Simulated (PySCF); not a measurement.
**Run report: BF, geometry relaxation**

BF (13768-60-0), computed with HF/3-21G, RHF (PySCF 2.14.0).

The geometry comes from this level: GFN2-xTB symmetrised. Figures and captions count atoms from 1; the log counts them from 0 in places.

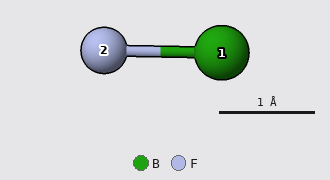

**Figure 1.** The input geometry (ball-and-stick view, seen at a tilt; atoms are numbered from 1 in the order of the input).

**Input (input.py)**
```python
from pyscf import gto, scf, symm
from pyscf.hessian import thermo
from pyscf.geomopt.geometric_solver import kernel as optimise

mol = gto.M(
    atom='''
B      0.000000     0.000000    -0.622195
F      0.000000     0.000000     0.622195
''',
    max_memory=1860,
    verbose=3,
    basis='3-21g',
)

mf = scf.RHF(mol)
mf.conv_tol = 1e-10
converged, mol_eq = optimise(mf, maxsteps=80)
print('converged:', converged)
print(mol_eq.tostring())

mf.reset(mol_eq)
mol = mol_eq
mf.kernel()
etot = mf.e_tot
print(f'total energy: {etot:.8f} hartree')
hess = mf.Hessian().kernel()
modes = thermo.harmonic_analysis(mol, hess)
thermo.dump_normal_mode(mol, modes)
symm.geom.TOLERANCE = 1e-3  # for the symmetry number
th = thermo.thermo(mf, modes['freq_au'], 298.15, 101325)
thermo.dump_thermo(mol, th)
```

Hardware: 1 thread of Intel Xeon (Sapphire Rapids), 16 GiB of memory available, shared host.

Run as:
```bash
OMP_NUM_THREADS=1 python input.py
```

**What the program printed**
```
#|     Arguments passed to driver run_optimizer():      |#
customengine              <pyscf.geomopt.geometric_solver.PySCFEngine object>
maxiter                   80
----------------------------------------------------------
Custom engine selected.
Bonds will be generated from interatomic distances less than 1.20 times sum of covalent radii
6 internal coordinates being used (instead of 6 Cartesians)
Internal coordinate system (atoms numbered from 1):
Distance 1-2
Translation-X 1-2
Translation-Y 1-2
Translation-Z 1-2
Rotation-A 1-2
Rotation-B 1-2
Rotation-C 1-2
<class 'geometric.internal.Distance'> : 1
<class 'geometric.internal.TranslationX'> : 1
<class 'geometric.internal.TranslationY'> : 1
<class 'geometric.internal.TranslationZ'> : 1
<class 'geometric.internal.RotationA'> : 1
<class 'geometric.internal.RotationB'> : 1
<class 'geometric.internal.RotationC'> : 1
> ===== Optimization Info: ====
> Job type: Energy minimization
> Maximum number of optimization cycles: 80
> Initial / maximum trust radius (Angstrom): 0.100 / 0.300
> Convergence Criteria:
> Will converge when all 5 criteria are reached:
>  |Delta-E| < 1.00e-06
>  RMS-Grad  < 3.00e-04
>  Max-Grad  < 4.50e-04
>  RMS-Disp  < 1.20e-03
>  Max-Disp  < 1.80e-03
> === End Optimization Info ===

Geometry optimization cycle 1
Cartesian coordinates (Angstrom)
 Atom        New coordinates             dX        dY        dZ
   B   0.000000   0.000000  -0.622195    0.000000  0.000000  0.000000
   F   0.000000   0.000000   0.622195    0.000000  0.000000  0.000000

WARN: Mole.unit (angstrom) is changed to Bohr

converged SCF energy = -123.429626388354
--------------- RHF_Scanner gradients ---------------
         x                y                z
0 B     0.0000000000     0.0000000000     0.0762350399
1 F    -0.0000000000    -0.0000000000    -0.0762350399
----------------------------------------------
cycle 1: E = -123.429626388  dE = -123.43  norm(grad) = 0.107813
Step    0 : Gradient = 7.624e-02/7.624e-02 (rms/max) Energy = -123.4296263884
Hessian Eigenvalues: 5.00000e-02 5.00000e-02 5.00000e-02 ... 5.00000e-02 5.00000e-02 8.53445e-01

Geometry optimization cycle 2
Cartesian coordinates (Angstrom)
 Atom        New coordinates             dX        dY        dZ
   B  -0.000000  -0.000000  -0.645830   -0.000000 -0.000000 -0.023635
   F   0.000000   0.000000   0.645830    0.000000  0.000000  0.023635
converged SCF energy = -123.433449547058
--------------- RHF_Scanner gradients ---------------
         x                y                z
0 B     0.0000000000     0.0000000000     0.0123696947
1 F    -0.0000000000    -0.0000000000    -0.0123696947
----------------------------------------------
cycle 2: E = -123.433449547  dE = -0.00382316  norm(grad) = 0.0174934
Step    1 : Displace = 2.363e-02/2.363e-02 (rms/max) Trust = 1.000e-01 (=) Grad = 1.237e-02/1.237e-02 (rms/max) E (change) = -123.4334495471 (-3.823e-03) Quality = 1.123
Hessian Eigenvalues: 5.00000e-02 5.00000e-02 5.00000e-02 ... 5.00000e-02 5.00000e-02 7.14967e-01

Geometry optimization cycle 3
Cartesian coordinates (Angstrom)
 Atom        New coordinates             dX        dY        dZ
   B  -0.000000  -0.000000  -0.650407    0.000000 -0.000000 -0.004578
   F   0.000000   0.000000   0.650407   -0.000000  0.000000  0.004578
converged SCF energy = -123.433572775201
--------------- RHF_Scanner gradients ---------------
         x                y                z
0 B     0.0000000000    -0.0000000000     0.0019729690
1 F    -0.0000000000     0.0000000000    -0.0019729690
----------------------------------------------
cycle 3: E = -123.433572775  dE = -0.000123228  norm(grad) = 0.0027902
Step    2 : Displace = 4.578e-03/4.578e-03 (rms/max) Trust = 1.414e-01 (+) Grad = 1.973e-03/1.973e-03 (rms/max) E (change) = -123.4335727752 (-1.232e-04) Quality = 1.152
Hessian Eigenvalues: 5.00000e-02 5.00000e-02 5.00000e-02 ... 5.00000e-02 5.00000e-02 6.00930e-01

Geometry optimization cycle 4
Cartesian coordinates (Angstrom)
 Atom        New coordinates             dX        dY        dZ
   B  -0.000000  -0.000000  -0.651276   -0.000000  0.000000 -0.000869
   F   0.000000   0.000000   0.651276    0.000000 -0.000000  0.000869
converged SCF energy = -123.433576115711
--------------- RHF_Scanner gradients ---------------
         x                y                z
0 B    -0.0000000000     0.0000000000     0.0000653725
1 F     0.0000000000    -0.0000000000    -0.0000653725
----------------------------------------------
cycle 4: E = -123.433576116  dE = -3.34051e-06  norm(grad) = 9.24506e-05
Step    3 : Displace = 8.687e-04/8.687e-04 (rms/max) Trust = 2.000e-01 (+) Grad = 6.537e-05/6.537e-05 (rms/max) E (change) = -123.4335761157 (-3.341e-06) Quality = 1.031
Hessian Eigenvalues: 5.00000e-02 5.00000e-02 5.00000e-02 ... 5.00000e-02 5.00000e-02 5.81019e-01

Geometry optimization cycle 5
Cartesian coordinates (Angstrom)
 Atom        New coordinates             dX        dY        dZ
   B  -0.000000  -0.000000  -0.651306    0.000000 -0.000000 -0.000030
   F   0.000000   0.000000   0.651306   -0.000000  0.000000  0.000030
converged SCF energy = -123.433576119406
--------------- RHF_Scanner gradients ---------------
         x                y                z
0 B    -0.0000000000    -0.0000000000     0.0000000958
1 F     0.0000000000     0.0000000000    -0.0000000958
----------------------------------------------
cycle 5: E = -123.433576119  dE = -3.6955e-09  norm(grad) = 1.35437e-07
```

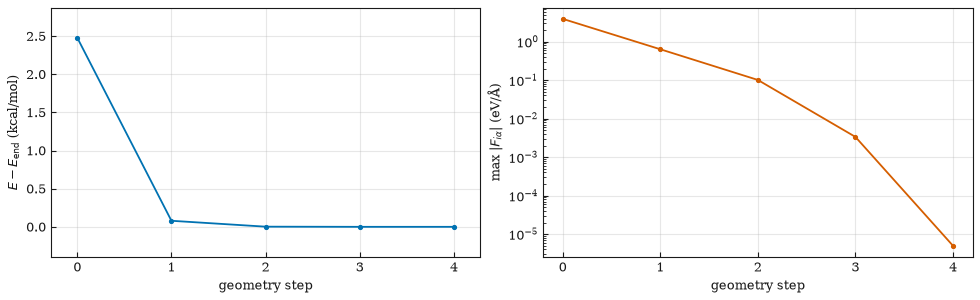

**Figure 2.** Progress of the relaxation, step by step (steps are counted from 0).

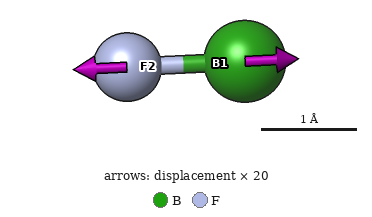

**Figure 3.** The starting structure with the displacements as pink arrows, magnified 20 times (ball-and-stick view, seen at a tilt). The two geometries are laid on each other by the best rigid fit. The largest moves after the best rigid fit, 0.029 Å, are those of B1 and F2. Largest moves by element: B 0.029 Å, F 0.029 Å. Distances before and after: B1–F2 1.244 → 1.303 Å. The energy falls by 2.48 kcal/mol in 4 geometry steps. Largest force component: 3.9 eV/Å at the start, under 0.0001 eV/Å at the end. (Atoms are counted from 1 in the order of the input.)

```
Step    4 : Displace = 2.977e-05/2.977e-05 (rms/max) Trust = 2.828e-01 (+) Grad = 9.577e-08/9.577e-08 (rms/max) E (change) = -123.4335761194 (-3.696e-09) Quality = 1.005
Hessian Eigenvalues: 5.00000e-02 5.00000e-02 5.00000e-02 ... 5.00000e-02 5.00000e-02 5.81019e-01
Converged! =D

converged: True
B          -0.00000000       -0.00000000       -0.65130583
F           0.00000000        0.00000000        0.65130583
converged SCF energy = -123.433576119407
total energy: -123.43357612 hartree
Mode                                 0
Irrep
Freq [cm^-1]                     1488.5103
Reduced mass [au]                  12.8127
Force const [Dyne/A]               16.7261
Char temp [K]                    2141.6349
Normal mode                   x     y     z
       0   B                 0.00  0.00  0.24
       1   F                -0.00 -0.00 -0.14
temperature 298.1500 [K]
pressure 101325.00 [Pa]
Rotational constants [GHz] inf 43.22980 43.22980
Symmetry number 1
Zero-point energy (ZPE) 0.00339 [Eh]   8903.269 [J/mol]
                           tot       elec      trans        rot        vib
Entropy [J/mol/K]       200.755      0.000    151.085     49.619      0.052
Cv [J/mol/K]             21.112      0.000     12.472      8.314      0.326
Cp [J/mol/K]             29.427      0.000     20.786      8.314      0.326
Internal energy [J/mol]                      3718.434   2478.956   8916.800
Internal energy [Eh]   -123.42782  -123.43358
Enthalpy [J/mol]                             6197.391   2478.956   8916.800
Enthalpy [Eh]          -123.42688
Gibbs free energy [J/mol]                  -38848.481 -12314.905   8901.386
Gibbs free energy [Eh] -123.44967
```

**Trajectory as extended XYZ (Å, eV, eV/Å), 5 frames, from step=0 to step=4**
```
2
Properties=species:S:1:pos:R:3:forces:R:3 step=0 energy=-3358.69124
B     0.0000    0.0000   -0.6222    0.0000   0.0000  -3.9202
F     0.0000    0.0000    0.6222    0.0000   0.0000   3.9202
2
Properties=species:S:1:pos:R:3:forces:R:3 step=1 energy=-3358.79527
B     0.0000    0.0000   -0.6458    0.0000   0.0000  -0.6361
F     0.0000    0.0000    0.6458    0.0000   0.0000   0.6361
2
Properties=species:S:1:pos:R:3:forces:R:3 step=2 energy=-3358.79862
B     0.0000    0.0000   -0.6504    0.0000   0.0000  -0.1015
F     0.0000    0.0000    0.6504    0.0000   0.0000   0.1015
2
Properties=species:S:1:pos:R:3:forces:R:3 step=3 energy=-3358.79872
B     0.0000    0.0000   -0.6513    0.0000   0.0000  -0.0034
F     0.0000    0.0000    0.6513    0.0000   0.0000   0.0034
2
Properties=species:S:1:pos:R:3:forces:R:3 step=4 energy=-3358.79872
B     0.0000    0.0000   -0.6513    0.0000   0.0000   0.0000
F     0.0000    0.0000    0.6513    0.0000   0.0000   0.0000
```

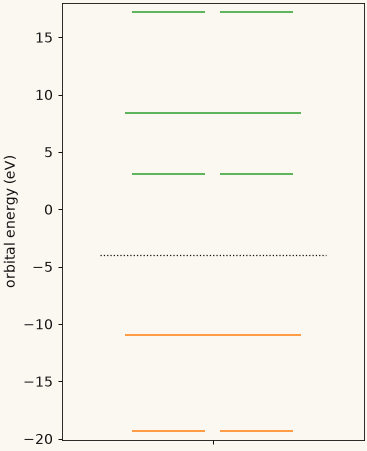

**Figure 4.** Orbital energies near the frontier; the dotted line parts filled from empty levels, and levels within 0.02 eV of each other stand side by side. Highest filled −11.00 eV, lowest empty 3.04 eV, 14.04 eV apart.

**Summary**

```json
{"quantity": "outcome", "value": "converged"}
{"quantity": "total energy", "value": "−123.433576 hartree"}
{"quantity": "basis functions", "value": "18"}
{"quantity": "HOMO", "value": "−11.00 eV"}
{"quantity": "LUMO", "value": "3.04 eV"}
{"quantity": "zero-point energy", "value": "0.003391 hartree"}
{"quantity": "dipole moment", "value": "0.60 D"}
{"quantity": "wavenumbers, lowest and highest", "value": "1489 cm⁻¹"}
{"quantity": "wall time", "value": "1.1 s"}
{"quantity": "peak memory", "value": "0.13 GiB"}
```
